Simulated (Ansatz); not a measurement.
**Al2H4O (charge +1): single-point calculation**

- system: Al2H4O, charge +1, multiplicity 2
- method: UKS RPBE-d3bjatm/def2-mTZVPP (Ansatz 0.2.0)

Some settings of this run were made unusual or wrong on purpose. The geometry comes from this level: PBE0-D4/def2-TZVP. Figures and captions count atoms from 1; the log counts them from 0 in places.

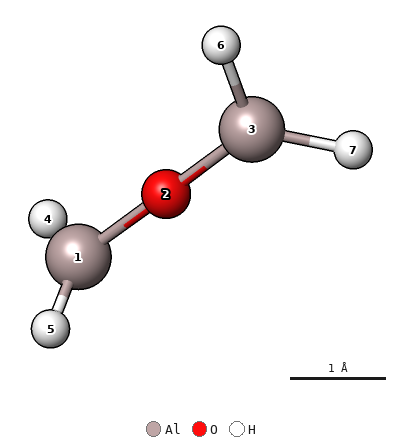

The structure (ball-and-stick view, seen at a tilt; atoms are numbered from 1 in the order of the input). Sticks mark near contacts.

The input
```yaml
crystal:
  periodic: [false, false, false]
  atoms:
    - {symbol: Al, position_ang: [-1.124041, 0.221071, -0.550997]}
    - {symbol: O, position_ang: [0.007262, -0.004297, -0.004638]}
    - {symbol: Al, position_ang: [1.137868, -0.201812, 0.542333]}
    - {symbol: H, position_ang: [-1.075490, 0.769784, -1.754197]}
    - {symbol: H, position_ang: [-1.873075, -0.108150, -0.087954]}
    - {symbol: H, position_ang: [1.564208, 0.630641, 1.209966]}
    - {symbol: H, position_ang: [1.723507, -1.121837, 0.424101]}
basis:
  gaussian: {orbitals: def2-mTZVPP}
total_charge: 1
magnetization: {spin_polarized: true, initial_magnetization: 1}
hamiltonian: {xc: {name: RPBE}, dispersion: d3bjatm}
output: {forces: true}
```

Hardware: 2 threads of Arm Neoverse V1, 23 GiB of memory available, shared host.

Launched with:
```bash
ansatz run in.yaml --threads 2 --pin off --events-out ev --progress --plain --max-ram 4352MiB
```

The program's output
```
Functional definition: RPBE
  name "RPBE"
  cite "Hammer, Hansen & Nørskov, Phys. Rev. B 59, 7413 (1999) doi:10.1103/PhysRevB.59.7413"
  cite "Perdew, Burke & Ernzerhof, Phys. Rev. Lett. 77, 3865 (1996) doi:10.1103/PhysRevLett.77.3865"
  parameter kappa = 0.804
  parameter beta = 0.06672455060314922
  exchange = rpbe_x(kappa = kappa, mu = beta*pi^2/3)
  correlation = pbe_c(beta = beta)
845 factors; their error is unknown
mean field evaluation 1: about -15243.7304 eV, gradient 9.1e1 eV
mean field evaluation 2: about -15064.7508 eV, gradient 1.6e2 eV
mean field evaluation 4: about -15266.4520 eV, gradient 2.2e1 eV
mean field evaluation 8: about -15268.7591 eV, gradient 9.4e0 eV
mean field evaluation 16: about -15270.3715 eV, gradient 6.5e-2 eV
mean field -15270.37163715 eV, -561.1758070356 hartree, gradient 2.5e-5 eV, S^2 0.752472; 2 other end points of the search recorded, 0 dependent functions left out
the calculation of the forces begins
reference -15270.37168955 eV, -561.1758089613 hartree; 19, 18 occupied and 69, 70 virtual orbitals, 845 factors
Total energy: -15271.32739365 eV, -561.2109304393 hartree
Atom 0 at    -1.124041     0.221071    -0.550997 Å, force    -6.967251    17.347388   -30.097298 eV/Å
Atom 1 at     0.007262    -0.004297    -0.004638 Å, force    -0.886390    -0.595562    -0.668629 eV/Å
Atom 2 at     1.137868    -0.201812     0.542333 Å, force    22.042200    -1.506129    11.709184 eV/Å
Atom 3 at    -1.075490     0.769784    -1.754197 Å, force    -0.125091     3.032158    -6.167723 eV/Å
Atom 4 at    -1.873075    -0.108150    -0.087954 Å, force   -30.690256   -13.092131    18.140773 eV/Å
Atom 5 at     1.564208     0.630641     1.209966 Å, force     6.117283    11.303841     9.024029 eV/Å
Atom 6 at     1.723507    -1.121837     0.424101 Å, force    10.509504   -16.489565    -1.940336 eV/Å
Dipole moment:    -0.024765     0.055190    -0.032109 e Å
```

Outcome

- outcome: converged
- total energy: −15271.3274 eV
- mean-field energy: −15270.3717 eV
- dispersion energy: −0.9557 eV
- ⟨S²⟩: 0.752
- SCF solution under orbital rotations: stable
- largest force (length of the vector): 37.979 eV/Å
- wall time: 4.3 s (CPU time 8.2 s)
- peak memory: 0.34 GiB

Diagnosis

This input holds a deliberate fault: squeeze. The run converged all the same; its numbers are those of the faulty input and shouldn't be used.
